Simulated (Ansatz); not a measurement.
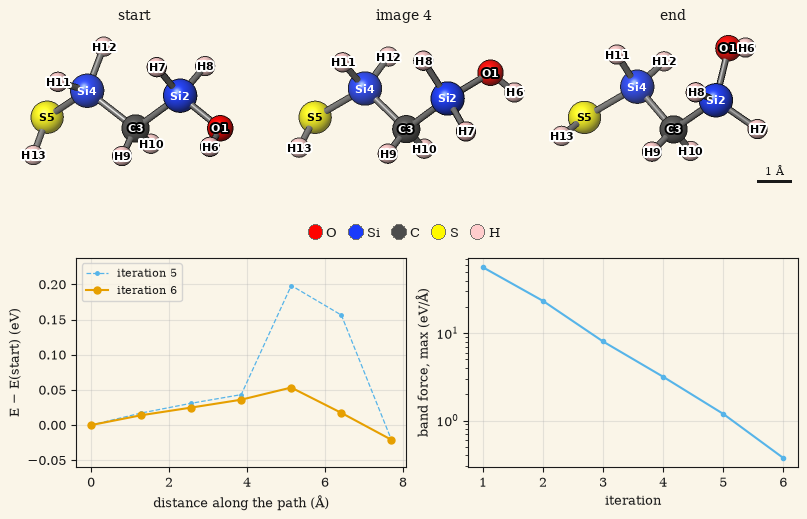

A nudged-elastic-band calculation for CH8OSSi2. Images are numbered from 0 (start) to 6 (end). The plot follows the band through its iterations. The picture is a ball-and-stick view, seen at a tilt.

The calculation used RKS PBE-D4/6-31G* (Ansatz). Set-up: 5 movable images; climbing image; force threshold 0.03 eV/Å; iteration limit 6; starting path through a guess of the saddle point.

**How did the profile develop, and is the result final?**

The result isn't final. The band hadn't converged when the run stopped after 6 iterations. The largest component of the band force went from 57 to 0.37 eV/Å. The barrier read from it is provisional: over the last two iterations the highest image moved from 0.931 eV to 0.053 eV. The iteration limit was low. The first iteration put the highest image at 24.919 eV. The energy climbs by 0.053 eV to image 4 and then falls by 0.074 eV, so the end point sits at −0.021 eV.
